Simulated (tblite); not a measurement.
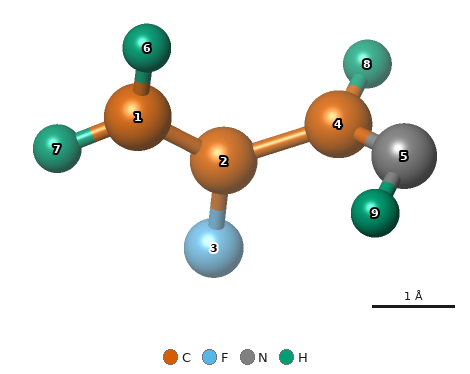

*The starting structure (ball-and-stick view, seen at a tilt; atoms are numbered from 1 in the order of the input).*

Bond lengths as drawn: C–C 1.32 to 1.49 Å, C–F 1.36 Å, C–H 1.07 to 1.09 Å, C–N 1.25 Å and H–N 1.02 Å.

# Saddle-point search, with input and output: C3H4FN

The run: saddle-point search of C3H4FN. Method and program: GFN2-xTB saddle search (eigenvector following) and harmonic vibrations, gas phase (tblite 0.8.0).

The input:
```
{"job": {"xc": "GFN2-xTB", "basis": "xTB", "kind": "saddle"}, "charge": 0, "multiplicity": 1}
C      1.196040    -0.733532     0.341322
C      0.383793    -0.050133    -0.440405
F      0.855839     0.608319    -1.526533
C     -1.085421     0.119006    -0.244950
N     -1.654985     1.019479     0.410030
H      0.809843    -1.249265     1.200406
H      2.251982    -0.797932     0.144783
H     -1.721260    -0.620194    -0.728570
H     -1.035832     1.704253     0.843917
```

The first line tells a small driver script what to run in tblite; the rest is the geometry in Å.

Run on 1 CPU thread, shared host.

Launched with:
```bash
OMP_NUM_THREADS=1 python <driver script> task.json out
```

Log:
```
step      E/eV     max force
  0    -436.41567   0.0391
  1    -436.41397   0.0535
  2    -436.41409   0.0035
lowest wavenumbers (cm-1): -135.4 247.6 262.3 404.3 631.9 723.5
```

Trajectory as extended XYZ (Å, eV, eV/Å), 3 frames, from step=0 to step=2:
```
9
Properties=species:S:1:pos:R:3:forces:R:3 step=0 energy=-436.41567
C     1.1960   -0.7335    0.3413    0.0360  -0.0080   0.0130
C     0.3838   -0.0501   -0.4404   -0.0270   0.0100  -0.0080
F     0.8558    0.6083   -1.5265    0.0050  -0.0270  -0.0010
C    -1.0854    0.1190   -0.2450   -0.0100  -0.0030  -0.0100
N    -1.6550    1.0195    0.4100   -0.0040  -0.0020   0.0060
H     0.8098   -1.2493    1.2004    0.0090  -0.0040   0.0080
H     2.2520   -0.7979    0.1448   -0.0220   0.0140  -0.0060
H    -1.7213   -0.6202   -0.7286    0.0110   0.0150  -0.0160
H    -1.0358    1.7043    0.8439    0.0020   0.0040   0.0140
9
Properties=species:S:1:pos:R:3:forces:R:3 step=1 energy=-436.41397
C     1.1990   -0.7548    0.3341   -0.0120   0.0030  -0.0020
C     0.3828   -0.0481   -0.4237    0.0070   0.0020  -0.0070
F     0.8599    0.6537   -1.4820   -0.0090  -0.0210   0.0320
C    -1.0875    0.1146   -0.2304   -0.0240   0.0350   0.0200
N    -1.6632    1.0402    0.3849    0.0350  -0.0340  -0.0220
H     0.8204   -1.3080    1.1740    0.0090   0.0170  -0.0240
H     2.2553   -0.7956    0.1345   -0.0080  -0.0010   0.0040
H    -1.7171   -0.6519   -0.6797    0.0140   0.0260   0.0160
H    -1.0497    1.7499    0.7882   -0.0130  -0.0270  -0.0170
9
Properties=species:S:1:pos:R:3:forces:R:3 step=2 energy=-436.41409
C     1.1988   -0.7557    0.3332   -0.0010   0.0010  -0.0010
C     0.3828   -0.0476   -0.4230    0.0010   0.0000  -0.0010
F     0.8604    0.6564   -1.4784   -0.0010  -0.0010   0.0030
C    -1.0873    0.1146   -0.2294   -0.0010   0.0000   0.0020
N    -1.6634    1.0404    0.3835    0.0020   0.0000  -0.0010
H     0.8201   -1.3102    1.1711    0.0000   0.0000  -0.0020
H     2.2551   -0.7958    0.1345    0.0000   0.0000   0.0000
H    -1.7165   -0.6531   -0.6752    0.0020   0.0020   0.0020
H    -1.0501    1.7510    0.7837   -0.0010  -0.0020  -0.0020
```

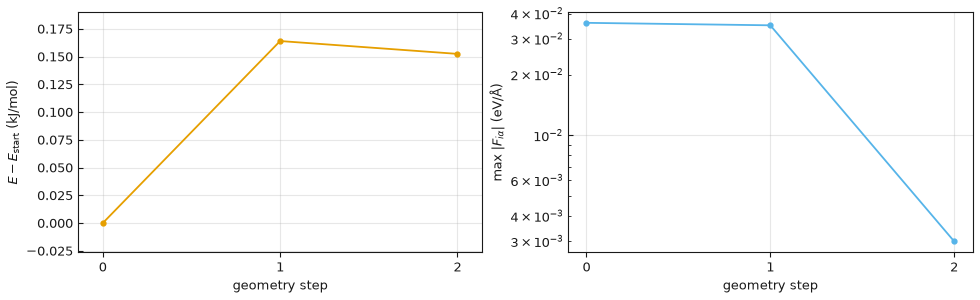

*Progress of the saddle-point search, step by step (steps are counted from 0).*

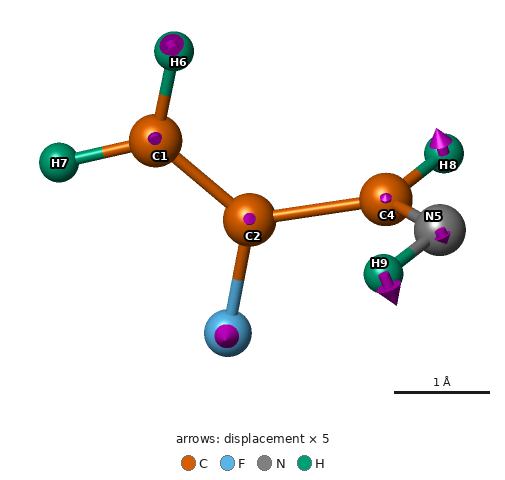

*The starting structure with the displacements as pink arrows, magnified 5 times (ball-and-stick view, seen at a tilt). The two geometries are laid on each other by the best rigid fit.*

After 2 geometry steps the energy has risen by 0.15 kJ/mol. The largest force component goes from 0.036 to 0.003 eV/Å. The atom that moves furthest after the best rigid fit is H9 (0.078 Å). By element the largest moves are H 0.078 Å, F 0.068 Å, N 0.035 Å, C 0.024 Å. (Atoms are counted from 1 in the order of the input.)

Summary:

| quantity | value |
| --- | --- |
| outcome | converged |
| total energy | −436.4141 eV |
| point group | C1 |
| wall time | 0.52 s |
| peak memory | 0.19 GiB |
